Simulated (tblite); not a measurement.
## Geometry relaxation of C₅H₁₁N₃Si

System: C₅H₁₁N₃Si.
Method: GFN2-xTB geometry optimisation, gas phase (tblite 0.8.0).

It belongs to a series of runs on one base structure; here: GeH3 replaced by SiHMe2.

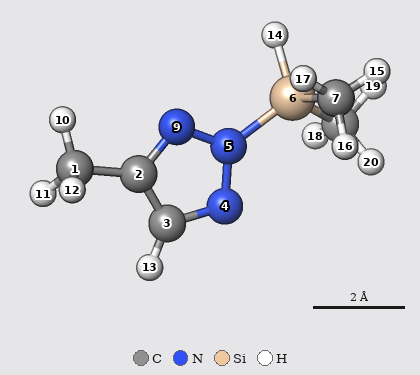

**Figure 1.** The starting structure (ball-and-stick view, seen at a tilt; atoms are numbered from 1 in the order of the input). Bond lengths as drawn: C–C 1.35 to 1.51 Å, C–H 1.05 to 1.14 Å, C–N 1.34 to 1.37 Å, C–Si 1.83 to 1.89 Å, H–Si 1.45 Å, N–N 1.33 to 1.35 Å and N–Si 1.79 Å.

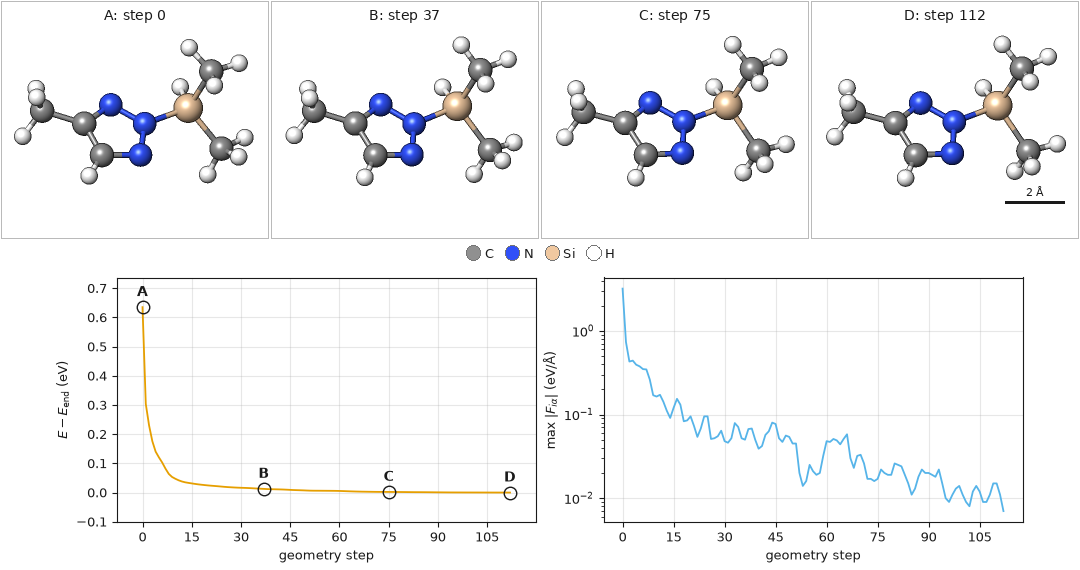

**Figure 2.** Frames of the relaxation (ball-and-stick view, seen at a tilt) above the curves, on which the letters mark them (steps are counted from 0).

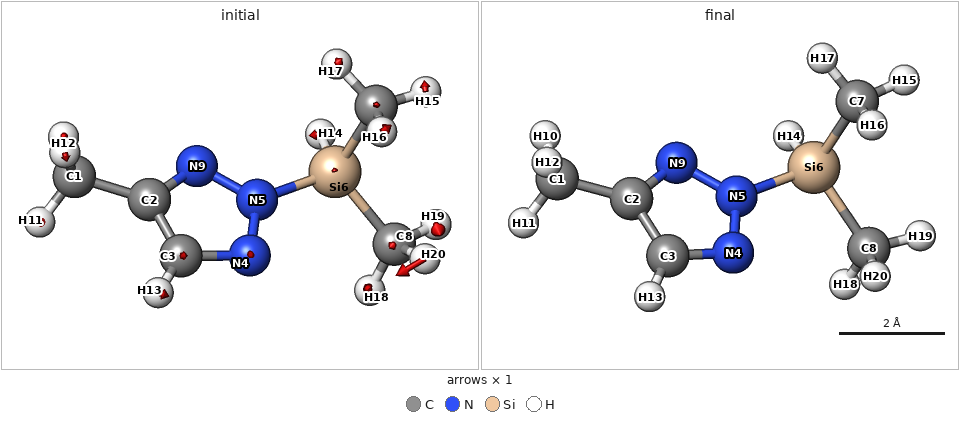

**Figure 3.** Before (left) and after (right) the relaxation, at one scale (ball-and-stick view, seen at a tilt). The red arrows give the displacements, at true length. The atom that moves furthest after the best rigid fit is H20 (0.67 Å). Largest moves by element: H 0.67 Å, C 0.16 Å, N 0.12 Å, Si 0.09 Å. Among the contacts that change: Si6–C8 1.828 → 1.894 Å, C3–N4 1.373 → 1.317 Å, C2–C3 1.354 → 1.410 Å, C8–H19 1.135 → 1.085 Å. Among the angles that change: N5–Si6–H14 112.4° → 103.6°, H15–C7–H17 115.5° → 107.7°, Si6–C7–H17 103.9° → 111.1°. After 112 geometry steps the energy has fallen by 0.635 eV. Largest force component: 3.2 eV/Å at the start, 0.007 eV/Å at the end. (Atoms are counted from 1 in the order of the input.)

These pictures come from the run below.

## Input
```
{"job": {"kind": "relax", "xc": "GFN2-xTB", "basis": "xTB"}, "charge": 0, "multiplicity": 1}
C      3.655200     0.216800    -0.156900
C      2.207100    -0.092800    -0.452200
C      1.669500    -0.692700    -1.540900
N      0.310300    -0.761500    -1.361700
N      0.071500    -0.231700    -0.144900
Si    -1.514600    -0.045000     0.658400
C     -2.101600     1.691300     0.192300
C     -2.716000    -1.315800     0.124800
N      1.211800     0.171600     0.400700
H      3.759200     0.458200     0.926800
H      4.283600    -0.643400    -0.438300
H      3.990900     1.091500    -0.758600
H      2.181800    -1.026600    -2.389600
H     -1.407700    -0.059400     2.105700
H     -3.102800     1.792900     0.613400
H     -2.069500     1.778200    -0.917400
H     -1.327800     2.361300     0.627900
H     -2.334100    -2.356200     0.134400
H     -3.603400    -1.276000     0.832000
H     -3.168200    -1.049900    -0.868500
```

The first line tells a small driver script what to run in tblite; the rest is the geometry in Å.

Launch command:
```bash
OMP_NUM_THREADS=1 python <driver script> task.json out
```

## Output
```
step      E/eV     max force
  0    -728.93070    3.234
  1    -729.26224    0.840
  2    -729.33575    0.642
  3    -729.39009    0.509
  4    -729.42562    0.458
  5    -729.44524    0.422
  6    -729.46295    0.376
  7    -729.48379    0.372
  8    -729.50188    0.325
  9    -729.51234    0.187
 10    -729.51851    0.180
 11    -729.52378    0.181
 12    -729.52784    0.152
 13    -729.53072    0.125
 14    -729.53268    0.119
 15    -729.53442    0.123
 16    -729.53617    0.155
 17    -729.53773    0.132
 18    -729.53904    0.084
 19    -729.54026    0.086
 20    -729.54140    0.098
 21    -729.54238    0.073
 22    -729.54327    0.067
 23    -729.54421    0.081
 24    -729.54524    0.097
 25    -729.54626    0.096
 26    -729.54711    0.068
 27    -729.54779    0.061
 28    -729.54843    0.061
 29    -729.54899    0.067
 30    -729.54942    0.048
 31    -729.54978    0.049
 32    -729.55019    0.057
 33    -729.55074    0.083
 34    -729.55139    0.079
 35    -729.55205    0.066
 36    -729.55266    0.065
 37    -729.55327    0.081
 38    -729.55384    0.086
 39    -729.55426    0.059
 40    -729.55453    0.042
 41    -729.55477    0.049
 42    -729.55506    0.066
 43    -729.55546    0.076
 44    -729.55600    0.083
 45    -729.55660    0.081
 46    -729.55713    0.062
 47    -729.55752    0.051
 48    -729.55787    0.057
 49    -729.55828    0.062
 50    -729.55879    0.057
 51    -729.55921    0.046
 52    -729.55941    0.022
 53    -729.55949    0.016
 54    -729.55955    0.019
 55    -729.55962    0.026
 56    -729.55971    0.023
 57    -729.55979    0.025
 58    -729.55989    0.024
 59    -729.56004    0.032
 60    -729.56029    0.049
 61    -729.56067    0.052
 62    -729.56110    0.055
 63    -729.56152    0.053
 64    -729.56189    0.046
 65    -729.56223    0.054
 66    -729.56252    0.059
 67    -729.56274    0.032
 68    -729.56290    0.028
 69    -729.56310    0.035
 70    -729.56324    0.041
 71    -729.56341    0.030
 72    -729.56350    0.019
 73    -729.56356    0.019
 74    -729.56361    0.017
 75    -729.56367    0.019
 76    -729.56374    0.025
 77    -729.56382    0.024
 78    -729.56392    0.023
 79    -729.56402    0.026
 80    -729.56413    0.033
 81    -729.56425    0.033
 82    -729.56437    0.026
 83    -729.56445    0.021
 84    -729.56450    0.015
 85    -729.56454    0.013
 86    -729.56461    0.017
 87    -729.56468    0.028
 88    -729.56482    0.036
 89    -729.56494    0.029
 90    -729.56504    0.020
 91    -729.56512    0.020
 92    -729.56521    0.022
 93    -729.56531    0.028
 94    -729.56540    0.019
 95    -729.56544    0.012
 96    -729.56547    0.011
 97    -729.56549    0.014
 98    -729.56552    0.015
 99    -729.56555    0.016
100    -729.56557    0.013
101    -729.56559    0.012
102    -729.56561    0.012
103    -729.56563    0.012
104    -729.56565    0.014
105    -729.56568    0.014
106    -729.56570    0.011
107    -729.56573    0.010
108    -729.56575    0.013
109    -729.56577    0.016
110    -729.56579    0.016
111    -729.56580    0.011
112    -729.56581    0.007
```

## Trajectory as extended XYZ (Å, eV, eV/Å), 5 of the 113 frames kept, from step=0 to step=112
```
20
Properties=species:S:1:pos:R:3:forces:R:3 step=0 energy=-728.93070
C     3.6552    0.2168   -0.1569   -0.3070   0.3110   0.1890
C     2.2071   -0.0928   -0.4522    0.6870   0.8690   1.9920
C     1.6695   -0.6927   -1.5409   -3.2010  -0.3310  -0.3220
N     0.3103   -0.7615   -1.3617    1.0870  -0.0760   0.1080
N     0.0715   -0.2317   -0.1449    1.8670  -0.4710  -1.3140
Si   -1.5146   -0.0450    0.6584    1.0150   0.8530   0.1150
C    -2.1016    1.6913    0.1923    0.9020  -0.3170  -0.3780
C    -2.7160   -1.3158    0.1248   -2.2670  -1.1420  -0.4500
N     1.2118    0.1716    0.4007   -0.0360   0.4220   0.8780
H     3.7592    0.4582    0.9268    0.0110  -0.2360  -0.9010
H     4.2836   -0.6434   -0.4383   -0.2670   0.3540   0.2460
H     3.9909    1.0915   -0.7586   -0.2680  -0.5390   0.4320
H     2.1818   -1.0266   -2.3896    0.0560  -0.4090  -0.9030
H    -1.4077   -0.0594    2.1057    0.4470  -0.1600   0.2870
H    -3.1028    1.7929    0.6134    0.3880   0.6280  -0.3350
H    -2.0695    1.7782   -0.9174   -0.3440   0.2940   0.9010
H    -1.3278    2.3613    0.6279   -1.0560   0.0070  -0.3600
H    -2.3341   -2.3562    0.1344   -0.3510   0.7330  -0.2280
H    -3.6034   -1.2760    0.8320    1.0240  -0.1970  -0.7110
H    -3.1682   -1.0499   -0.8685    0.6140  -0.5920   0.7560
20
Properties=species:S:1:pos:R:3:forces:R:3 step=28 energy=-729.54843
C     3.5924    0.2147   -0.1367   -0.0310  -0.0100  -0.0140
C     2.1682   -0.1207   -0.3887    0.0030   0.0060  -0.0070
C     1.5713   -0.7059   -1.5245    0.0070   0.0140   0.0050
N     0.2719   -0.7849   -1.3162    0.0310   0.0000   0.0520
N     0.0808   -0.2788   -0.1099    0.0000   0.0060   0.0250
Si   -1.4751   -0.0109    0.6925   -0.0130  -0.0090   0.0550
C    -2.0668    1.7237    0.1959    0.0110   0.0030  -0.0120
C    -2.6920   -1.3320    0.0919    0.0110   0.0030  -0.0080
N     1.1983    0.1301    0.4725   -0.0110   0.0080  -0.0030
H     3.7308    0.4695    0.9109   -0.0200  -0.0120  -0.0210
H     4.2320   -0.6272   -0.3959    0.0060   0.0200  -0.0070
H     3.8790    1.0712   -0.7475    0.0410  -0.0250   0.0030
H     2.0271   -1.0528   -2.4289   -0.0200  -0.0040  -0.0130
H    -1.1195   -0.1263    2.1109   -0.0240   0.0150  -0.0420
H    -3.0613    1.9324    0.5758   -0.0040   0.0080   0.0260
H    -2.1000    1.8192   -0.8860   -0.0190   0.0060  -0.0450
H    -1.3977    2.4932    0.5672    0.0140   0.0160   0.0350
H    -2.2477   -2.3215    0.0993    0.0080  -0.0180  -0.0060
H    -3.5725   -1.3570    0.7255   -0.0100  -0.0030   0.0150
H    -3.0243   -1.1255   -0.9208    0.0190  -0.0250  -0.0380
20
Properties=species:S:1:pos:R:3:forces:R:3 step=56 energy=-729.55971
C     3.5872    0.1899   -0.1677    0.0000   0.0070   0.0040
C     2.1499   -0.1088   -0.3829    0.0080  -0.0030  -0.0030
C     1.5201   -0.7060   -1.4932    0.0010   0.0020  -0.0040
N     0.2265   -0.7653   -1.2509    0.0060  -0.0040   0.0030
N     0.0694   -0.2331   -0.0507   -0.0010  -0.0020   0.0000
Si   -1.5084    0.0166    0.7142    0.0000   0.0020   0.0210
C    -2.0805    1.7596    0.2197    0.0000  -0.0090   0.0040
C    -2.6204   -1.3636    0.0450    0.0040   0.0050   0.0020
N     1.2038    0.1726    0.4971    0.0020   0.0000  -0.0080
H     3.7488    0.4679    0.8699    0.0060  -0.0050   0.0070
H     4.1962   -0.6785   -0.4139   -0.0050   0.0090   0.0060
H     3.8973    1.0178   -0.8052    0.0070  -0.0070  -0.0090
H     1.9460   -1.0735   -2.4041   -0.0030  -0.0040  -0.0040
H    -1.2228   -0.0939    2.1477    0.0050   0.0030  -0.0170
H    -3.0487    2.0037    0.6448   -0.0060  -0.0110   0.0000
H    -2.1577    1.8536   -0.8610   -0.0120  -0.0020   0.0040
H    -1.3707    2.5072    0.5632   -0.0030   0.0030   0.0000
H    -2.1414   -2.3320    0.1516   -0.0020  -0.0100   0.0040
H    -3.5668   -1.4011    0.5742   -0.0150   0.0170   0.0020
H    -2.8330   -1.2223   -1.0104    0.0090   0.0070  -0.0140
20
Properties=species:S:1:pos:R:3:forces:R:3 step=84 energy=-729.56450
C     3.6058    0.1774   -0.1816   -0.0020   0.0030   0.0000
C     2.1652   -0.1115   -0.3903    0.0020  -0.0050   0.0030
C     1.5255   -0.7190   -1.4900    0.0060   0.0000   0.0030
N     0.2323   -0.7597   -1.2433    0.0050  -0.0040  -0.0030
N     0.0836   -0.2065   -0.0512   -0.0050   0.0000  -0.0050
Si   -1.4933    0.0248    0.7217   -0.0110   0.0070   0.0050
C    -2.1312    1.7536    0.2585    0.0050  -0.0010   0.0020
C    -2.5972   -1.3436    0.0188   -0.0070   0.0020   0.0050
N     1.2244    0.1936    0.4877   -0.0040   0.0090  -0.0090
H     3.7665    0.5039    0.8421   -0.0030   0.0030  -0.0010
H     4.2060   -0.7095   -0.3786   -0.0150  -0.0010  -0.0020
H     3.9305    0.9664   -0.8599    0.0080  -0.0030   0.0010
H     1.9424   -1.1097   -2.3956    0.0040   0.0100   0.0030
H    -1.2057   -0.1045    2.1522    0.0100   0.0070   0.0010
H    -3.0855    1.9614    0.7330    0.0090  -0.0070  -0.0020
H    -2.2707    1.8440   -0.8163    0.0070   0.0060   0.0090
H    -1.4340    2.5274    0.5674    0.0020  -0.0070  -0.0050
H    -2.2072   -2.3282    0.2576   -0.0010  -0.0050  -0.0010
H    -3.6039   -1.2782    0.4185   -0.0130  -0.0050  -0.0040
H    -2.6587   -1.2714   -1.0635    0.0050  -0.0080   0.0010
20
Properties=species:S:1:pos:R:3:forces:R:3 step=112 energy=-729.56581
C     3.5997    0.1814   -0.1784   -0.0010   0.0020  -0.0020
C     2.1601   -0.1009   -0.4011   -0.0010  -0.0010   0.0020
C     1.5291   -0.7145   -1.5021   -0.0010   0.0000   0.0010
N     0.2342   -0.7578   -1.2635   -0.0010   0.0000  -0.0020
N     0.0765   -0.1989   -0.0754    0.0000  -0.0070   0.0020
Si   -1.4939    0.0187    0.7153    0.0010   0.0010  -0.0020
C    -2.1274    1.7542    0.2753    0.0020   0.0010  -0.0010
C    -2.6010   -1.3516    0.0195    0.0000  -0.0010  -0.0010
N     1.2129    0.2072    0.4684   -0.0020  -0.0060   0.0040
H     3.7459    0.5391    0.8369    0.0020   0.0030  -0.0030
H     4.1902   -0.7200   -0.3348   -0.0010   0.0010   0.0010
H     3.9471    0.9421   -0.8771    0.0030   0.0000  -0.0020
H     1.9533   -1.1057   -2.4040    0.0020   0.0030   0.0010
H    -1.1832   -0.1156    2.1404   -0.0010   0.0010   0.0060
H    -3.0738    1.9640    0.7639    0.0030   0.0000  -0.0040
H    -2.2776    1.8586   -0.7966   -0.0030   0.0000   0.0010
H    -1.4192    2.5180    0.5838    0.0000   0.0000   0.0010
H    -2.2561   -2.3333    0.3301    0.0000   0.0000   0.0010
H    -3.6275   -1.2394    0.3537    0.0010   0.0020  -0.0030
H    -2.5944   -1.3347   -1.0668   -0.0030   0.0000   0.0000
```

## Summary

- outcome: converged
- total energy: −729.5658 eV
- hardware: 1 CPU thread, shared host
- wall time: 1.5 s
- peak memory: 0.18 GiB
